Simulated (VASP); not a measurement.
Band structure of AgCl (space group Fm-3m). Computed with PBE GGA, VASP's PBE PAW potentials (set 64) (plane waves; VASP 6.6.1).

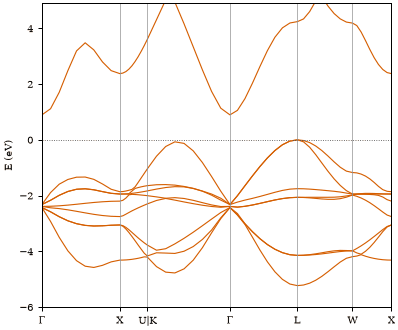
Figure. Bands along high-symmetry lines, zero at the valence-band maximum or, without a gap, the Fermi level

**Question.** Read the plot: is there a gap, and where are the band edges?

**Answer.** The gap is indirect, 0.89 eV, from the valence maximum at L to the conduction minimum at Γ.

The structure is a typed AgCl crystal (Fm-3m). The cell was not relaxed at this level.
